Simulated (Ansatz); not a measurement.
The starting structures come from a database of crystals and need not be the phases stable at ambient conditions.

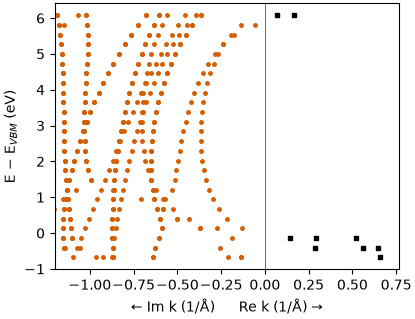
Figure. Complex bands at the centre of the two-dimensional zone; r2SCAN (Ansatz, an electronic-structure program)

No gap correction and no spin-orbit coupling; mid-gap values are interpolated between computed energies.

Question: This is SrBrF (P4/nmm, not sure to be the ambient phase, 6 atoms a cell, 21.9 Å³ an atom) along the normal of (100). Read off the slowest decay at the centre of the two-dimensional zone at 2.83 eV, the computed energy nearest the middle of the gap.

Answer: κ ≈ 0.37 1/Å, a decay length 1/(2κ) of the density of 1.4 Å.
